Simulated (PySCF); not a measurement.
CH3, charge +1, SMILES `[CH3+]`.

Level of theory: TPSSh/def2-SVPD (PySCF), at a geometry from GFN2-xTB. No frequency check shows the geometry to be a minimum.

Cartesian coordinates (Å):

```
C1      -0.0000    0.0000    0.0000
H2       0.9733    0.5182    0.0000
H3      -0.0378   -1.1020    0.0000
H4      -0.9354    0.5837    0.0000
```

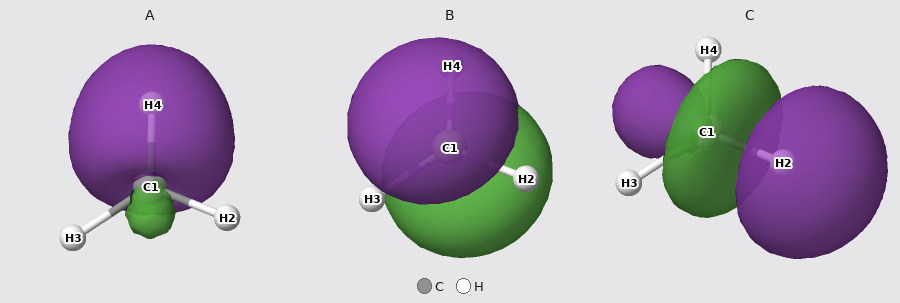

Intrinsic bond orbitals (IBO), occupied and valence-virtual; each surface holds about 85 % of the orbital's density. Energies are diagonal elements of the Fock matrix.

Q: Name the orbitals, with their atomic make-up and energies.

A: By panel:
- A: σ bond C1–H4 (C1 64 %, H4 36 %; −23.1 eV)
- B: empty orbital on C1 (C1 100 %; −13.4 eV)
- C: σ* orbital H2–C1, mostly on H2 (H2 64 %, C1 36 %; −0.3 eV)

Q: Which has the smallest and which the largest spatial spread?

A: Smallest: A (0.77 Å); largest: C (1.03 Å).

Q: How do all the valence pairs divide up?

A: 3 pairs: 3 σ bonds.

Cost of the run: 3.4 s on 1 thread of Arm Neoverse N1, with other jobs on the host, peak memory 0.21 GiB.
